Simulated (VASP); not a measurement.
Input:

```
CELL_PARAMETERS angstrom
      0.00000     2.76716     2.76716
      2.76716     0.00000     2.76716
      2.76716     2.76716     0.00000
ATOMIC_POSITIONS crystal
  Pt 0.00000 0.00000 0.00000
  Al 0.25000 0.25000 0.25000
```

The numbers are results of PBEsol GGA, VASP's PBE PAW potentials (set 64) (plane waves; VASP), not measurements. Run with 400 eV cut-off, 13×13×13 Γ-centred mesh, tetrahedra with Blöchl corrections, potentials Pt Al.

Unless said otherwise, spin-orbit coupling is left out, though it shifts the bands of the heavy elements here.

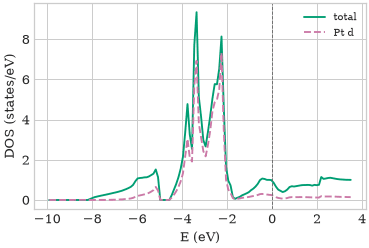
Figure. Total and projected density of states, zero at the Fermi level

Within 2 eV below the Fermi level the largest weight inside VASP's projection spheres is Pt d, then Pt p.

It has no gap at this level: it comes out as a metal or semimetal.

The structure was generated: PtAl was put into the zinc blende type (F-43m), which need not be its known phase. It was relaxed first, which changed the volume by -19 %. The electron count is odd and the run is not spin-polarised, which forces a metal.
